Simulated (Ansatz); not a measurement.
# BGeH$_{2}$N: what the fields show

The calculation's input:

```
crystal:
  periodic: [false, false, false]
  atoms:
    - {symbol: B, position_ang: [0.598418, 0.620993, 0.540465]}
    - {symbol: Ge, position_ang: [-1.107087, -1.203649, -1.245050]}
    - {symbol: "N", position_ang: [0.012873, -0.145124, -0.267509]}
    - {symbol: H, position_ang: [1.156920, 1.332183, 1.283871]}
    - {symbol: H, position_ang: [0.012947, -1.613943, -2.316178]}
basis:
  gaussian: {orbitals: def2-TZVPD}
hamiltonian: {xc: pbe0}
output: {forces: true, orbitals: {seedname: orbitals}}
```

Run with:

```sh
ansatz run input.yaml --threads 2 --pin off --max-ram 4350MiB --events-out events.jsonl --progress --plain --runs-dir runs
```

Geometry: r2SCAN-D4/def2-TZVP.

The calculation used isolated molecule in a Gaussian basis; Kohn-Sham density functional theory, functional PBE0 in Ansatz.

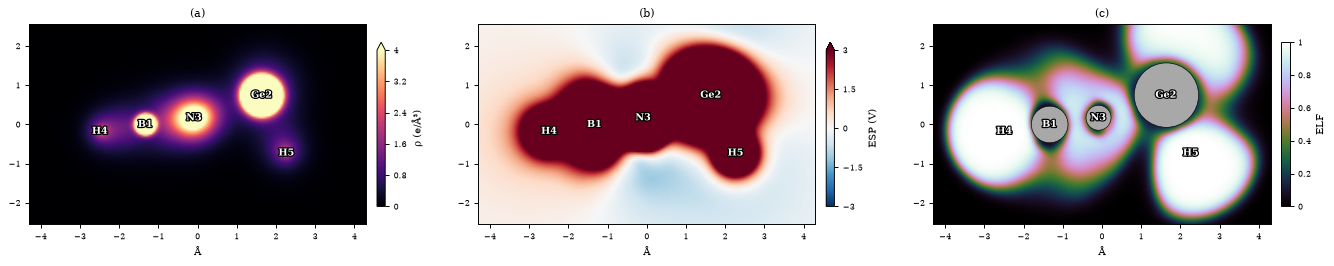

Figure 1. (a) total electron density; (b) electrostatic potential; (c) electron localisation function on the molecular plane. Grey discs cover the atomic cores in the ELF map.

What does the map show?

The section cuts through B, Ge, N and H sites. B–N (1.26 Å): ρ is about 2.5 e/Å³ halfway; the ELF peaks at about 0.85 between the atoms; a polar covalent bond. Ge–N (1.82 Å): ρ is about 0.94 e/Å³ halfway; the ELF peaks at about 0.90 in the valence shell of N, 0.6 Å from its nucleus, and is about 0.40 at the midpoint. B–H (1.17 Å): the density is about 1.3 e/Å³ at the midpoint; the ELF climbs to about 1 towards the hydrogen, as it does in any bond to H: a covalent bond by its length. Ge–H (1.60 Å): the density is about 0.92 e/Å³ at the midpoint; the ELF climbs to about 1 towards the hydrogen. Outside the dense part of the molecule the potential is most negative (−1.1 V) near N3.

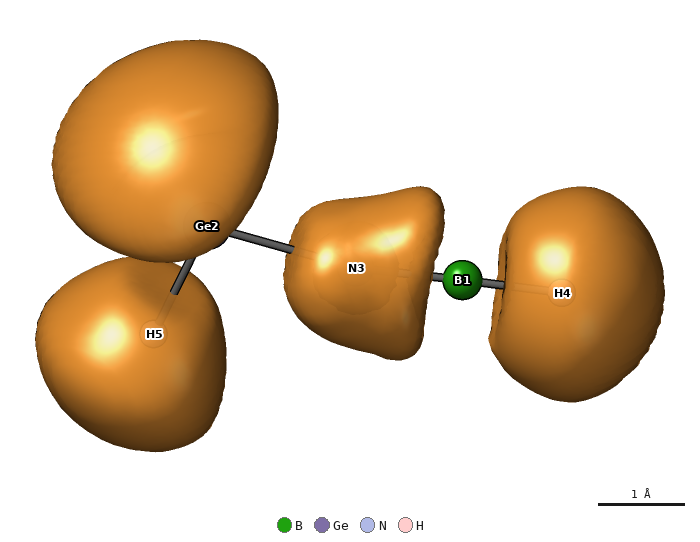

Figure 2. Isosurface of the ELF at 0.75 (orange), seen at a tilt. Only the valence region is drawn (cores and ρ < 0.01 e/Å³ removed).

Identify the bonds, lone pairs and shells in this picture.

The ELF exceeds this value in two regions around hydrogen nuclei, one region on N in which the atom's valence shell and bonds are merged and one lobe on Ge, pointing away from the bonds (lone pairs).

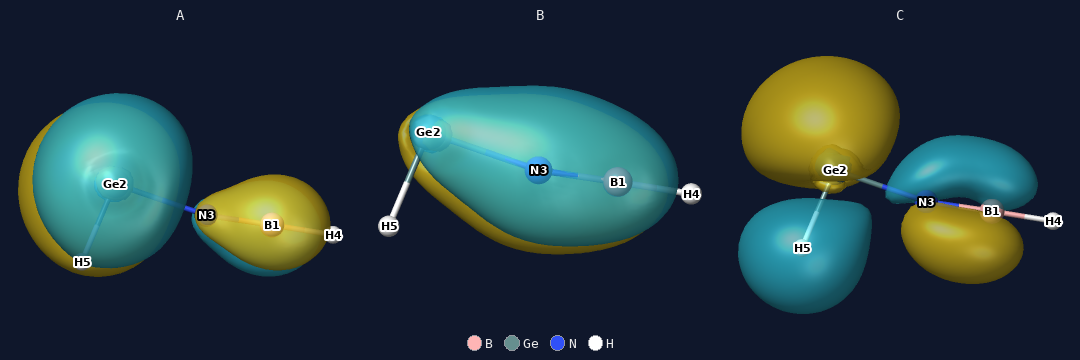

Figure 3. Three frontier orbitals at ±0.08 Å⁻³ᐟ² (yellow and cyan are the two phases), in no order.

Which picture is the HOMO−1, the HOMO and the LUMO?

B is the HOMO−1 (−8.97 eV). It lies mainly on N3 (about 60 %), B1 (about 25 %) and Ge2 (about 15 %); it changes sign across the molecular plane (π type); π-bonding across B1–N3. C is the HOMO (−6.48 eV). It lies mainly on Ge2 (about 60 %), H5 (about 20 %), N3 (about 10 %) and B1 (about 10 %); it is symmetric in the molecular plane (an in-plane orbital: σ, lone-pair or in-plane π type). A is the LUMO (−2.53 eV). By Hirshfeld shares it lies mainly on Ge2 (about 75 %) and B1 (about 10 %); it changes sign across the molecular plane (π type).

What is the HOMO–LUMO gap?

3.95 eV between the orbital energies.
